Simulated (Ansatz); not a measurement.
# C6H15AlO3: what the fields show

```xyz
25

C     1.1850   -2.6544   -1.3918
C     0.7210   -2.8175    0.0392
O    -0.0649   -1.7381    0.4710
Al    0.1836   -0.0799    0.5964
O    -1.0619    0.9174    1.1279
C    -2.4043    0.6993    1.4746
C    -3.2097    0.1383    0.3230
O     1.6848    0.5786    0.2211
C     2.1943    1.8857    0.1819
C     1.4447    2.7645   -0.7956
H     1.8128   -1.7648   -1.4931
H     1.7695   -3.5218   -1.7101
H     0.3284   -2.5552   -2.0635
H     1.5910   -2.9396    0.6974
H     0.1187   -3.7283    0.1346
H    -2.8272    1.6590    1.7931
H    -2.4688    0.0203    2.3348
H    -4.2565    0.0075    0.6104
H    -3.1731    0.8139   -0.5353
H    -2.8165   -0.8355    0.0180
H     2.1614    2.3360    1.1826
H     3.2502    1.8240   -0.1056
H     1.4868    2.3406   -1.8021
H     0.3961    2.8595   -0.5003
H     1.8811    3.7664   -0.8284
```

Geometry: PBE0-D4/def2-TZVP.

Method: RKS PBE0-D4/def2-TZVPP in Ansatz.

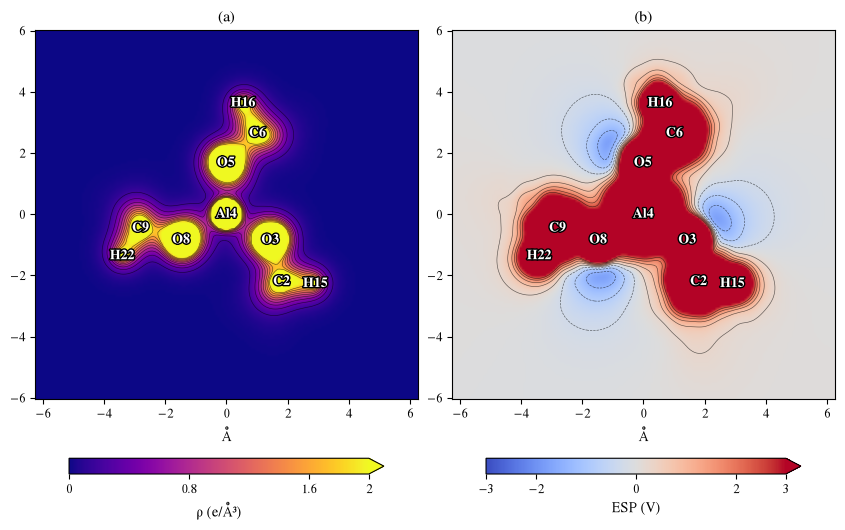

Figure 1. (a) electron density; (b) electrostatic potential on the plane of atoms O5, Al4 and O8.

**What do the fields say about this system?**

The section cuts through C, O, Al and H sites. C–O (1.40 Å): ρ at the midpoint is about 2.1 e/Å³, with its minimum of 1.7 e/Å³ about 0.5 Å from C. Al–O (1.68 Å): the density is about 0.92 e/Å³ at the midpoint. C–H (1.10 Å): ρ at the midpoint is about 2 e/Å³. Outside the dense part of the molecule the potential is most negative (−1.7 V) near O3, O5 and O8.

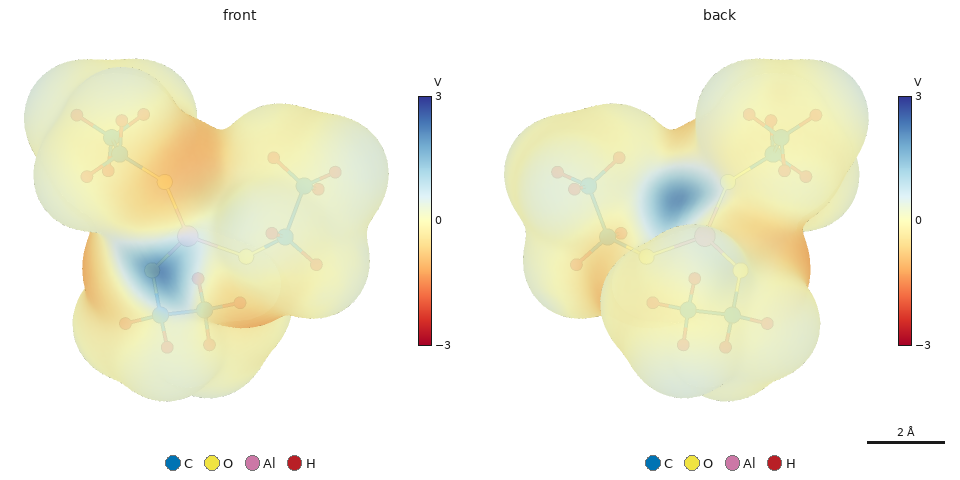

Figure 2. The molecular electrostatic potential painted on the density surface at 0.001 e/bohr³, seen from the front and from behind; red is negative and blue positive.

**Which sites attract a positive test charge, and which a negative one?**

A positive charge is drawn to the negative regions and a negative charge to the positive ones. The most negative region (about −1.0 V) lies over O3, O5 and O8, the most positive (about +1.9 V) over Al4.
